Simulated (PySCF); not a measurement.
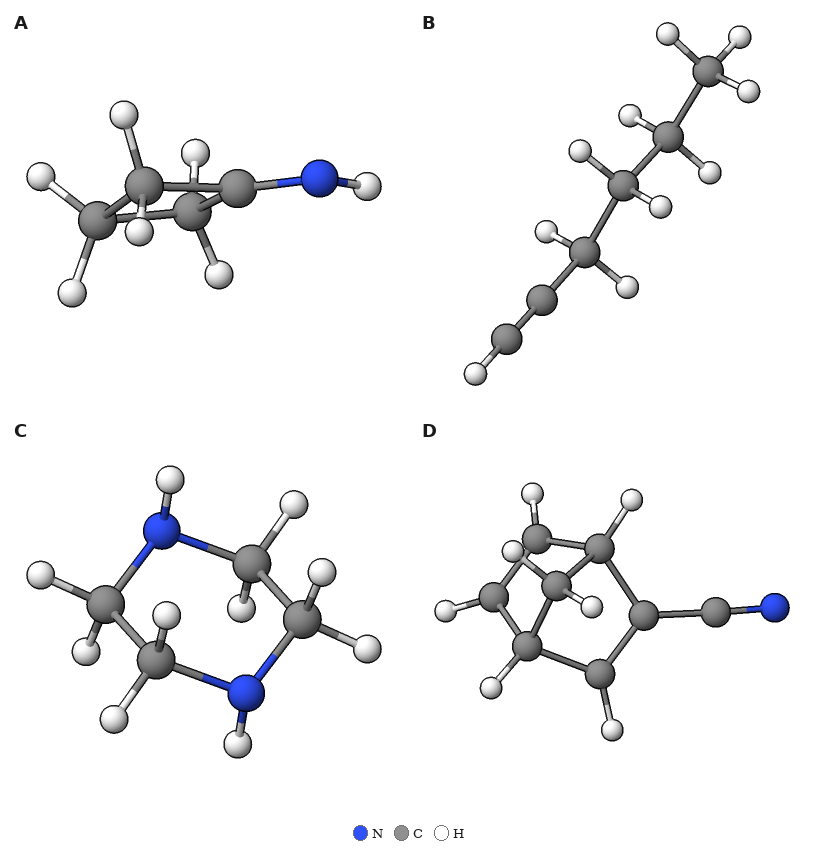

The picture comes from a calculation with PySCF.

```xyz
16
charge 0, multiplicity 1
C    -1.1945    0.5765    0.5290
C    -1.2034   -0.7076   -0.3011
N     0.0531   -1.4334   -0.2394
C     1.1896   -0.5770   -0.5301
C     1.1990    0.7063    0.3011
N    -0.0572    1.4322    0.2393
H    -1.1557    0.3099    1.6028
H    -2.1258    1.1489    0.3831
H    -1.3952   -0.4479   -1.3601
H    -2.0243   -1.3754    0.0098
H     0.1640   -1.8433    0.6869
H     2.1218   -1.1492   -0.3871
H     1.1482   -0.3090   -1.6033
H     1.3902    0.4457    1.3599
H     2.0202    1.3741   -0.0090
H    -0.1681    1.8438   -0.6861
```

Which panel shows the molecule in this file?

C. The file holds C4H10N2, `C1CNCCN1`.
